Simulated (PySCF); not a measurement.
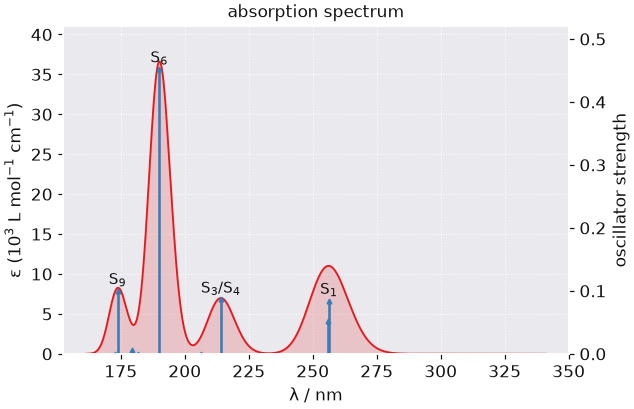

Vertical TDDFT excitations, CAM-B3LYP/def2-SVPD in PySCF, at a PBE0-D3(BJ)/def2-SVP geometry (no frequency check), gas phase. Only the first 10 singlet excitations are included; each is broadened by a Gaussian of 1/e half-width 0.20 eV. Sticks give oscillator strengths (right axis). States within 0.01 eV of each other are merged, with their strengths summed. The highest state may be half of a pair whose partner wasn't computed.

Whose absorption spectrum is this?
A. SnN₂H₄ (Sn(NH2)2), SMILES [NH2][Sn][NH2], singlet
B. C₂H₆Sn (SnMe2), SMILES [CH3][Sn][CH3], singlet
C. C₄H₁₃BS, SMILES C[BH2-][S@@+](C)CC

Answer. A. Its lowest singlet lies at 4.84 eV (f = 0.084) and the brightest of those computed is S6 at 6.52 eV (190 nm), f = 0.452, mainly HOMO−1 → LUMO+1 (95 %).

Note: effective core potentials, which hold scalar relativity, on atoms heavier than Kr; spin-orbit coupling is left out, and with Sn it can shift these levels and split any degenerate set; core orbitals are frozen in the response.
